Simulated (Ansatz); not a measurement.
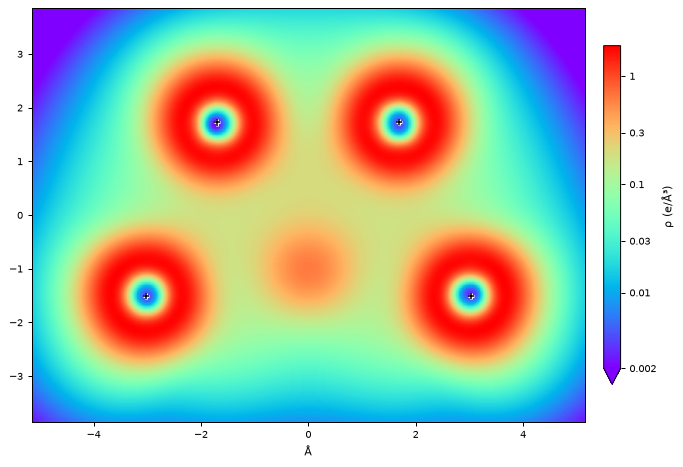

The electron density on a plane through atoms (crosses mark nuclei in the plane).

The calculation used RKS PBE0-D4/def2-TZVP in Ansatz.

Candidates:
A. La$_{6}$
B. CH$_{7}$BSi
C. O$_{2}$Y$_{2}$

Question: Which candidate gave the map?

Answer: Candidate A: La$_{6}$ on the plane of atoms La4, La2 and La6, which holds La. La–La (3.39 Å): the density is about 0.16 e/Å³ at the midpoint. La–La (3.49 Å): the density is about 0.17 e/Å³ at the midpoint.
